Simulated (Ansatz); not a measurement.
Consider H4Si2.

Input

```
crystal:
  periodic: [false, false, false]
  atoms:
    - {symbol: Si, position_ang: [0.027956, -0.289582, -1.047271]}
    - {symbol: Si, position_ang: [-0.028242, 0.289499, 1.047102]}
    - {symbol: H, position_ang: [0.722238, -0.536333, 2.039470]}
    - {symbol: H, position_ang: [-0.721647, 0.537072, -2.039637]}
    - {symbol: H, position_ang: [-1.302864, 0.829217, 1.607532]}
    - {symbol: H, position_ang: [1.302549, -0.829864, -1.607196]}
basis:
  gaussian: {orbitals: def2-TZVP, initial_orbitals: start.molden}
hamiltonian: {xc: pbe0, dispersion: d4}
output: {orbitals: {seedname: orbitals}}
```

Run with:

```sh
ansatz run in.yaml --threads 4 --pin off --events-out ev --progress --plain --max-ram 3916MiB
```

Geometry: PBE-D4/def2-TZVP.

All numbers below come from RKS PBE0-D4/def2-TZVP (Ansatz 0.2.0).

Q: Predict the electron density and electron localisation function between the atoms.

A: Si–Si (2.17 Å): the density is about 0.71 e/Å³ at the midpoint; the ELF peaks at about 0.95 between the atoms (localised, covalent bonding).
Si–H (1.49 Å): ρ at the midpoint is about 0.79 e/Å³; the ELF climbs to about 1 towards the hydrogen, as it does in any bond to H.

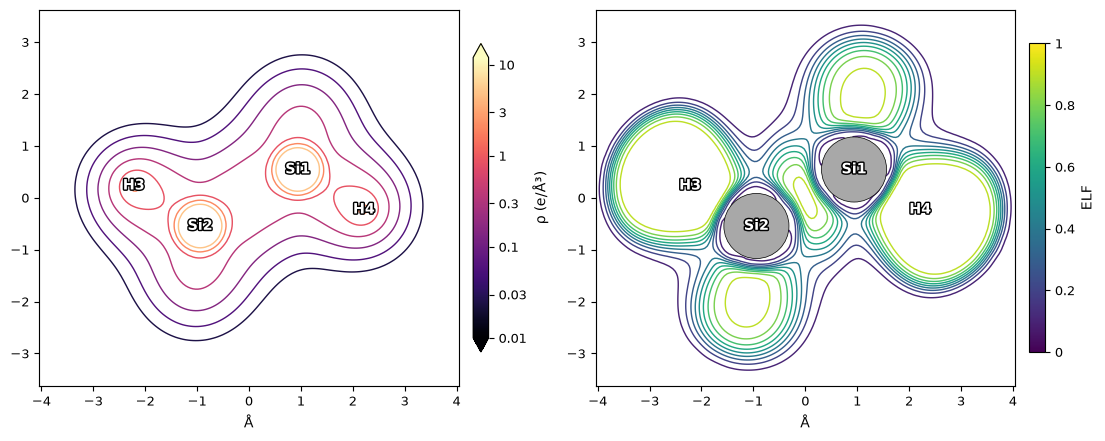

Computed electron density and electron localisation function on the plane of atoms Si2, Si1 and H4, in this order. Grey discs cover the atomic cores in the ELF map. 
